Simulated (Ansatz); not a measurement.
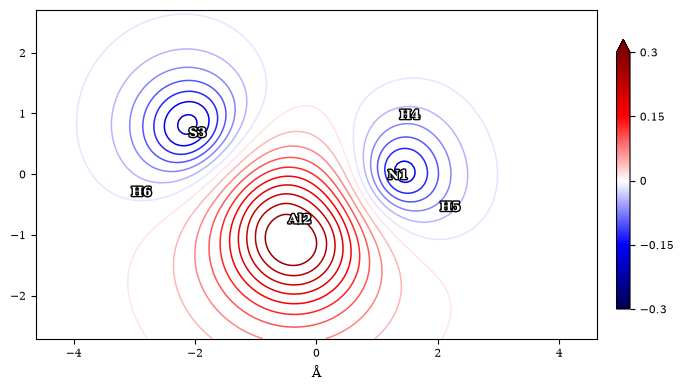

*AlH3NS (SMILES [NH2][Al][SH]) (doublet). The LUMO (α) on a plane 0.8 Å above the molecular plane (values in Å⁻³ᐟ²; the overall sign is arbitrary).*

Geometry: PBE0-D4/def2-TZVP.

Computed with UKS PBE0-D4/def2-TZVPP (Ansatz 0.2.0).

```xyz
6

N    -0.9095    0.1967   -0.9771
Al    0.1429   -0.7938    0.0454
S     1.3721    0.3082    1.5118
H    -0.9807    1.2019   -0.9333
H    -1.5233   -0.1684   -1.6867
H     1.9407   -0.8086    1.9937
```

### Where does this orbital lie, and at what energy?

Its weight (Hirshfeld) is mainly on Al2 (about 80 %), S3 (about 10 %) and N1 (about 10 %); it changes sign across the molecular plane (π type). Its energy is −0.75 eV.
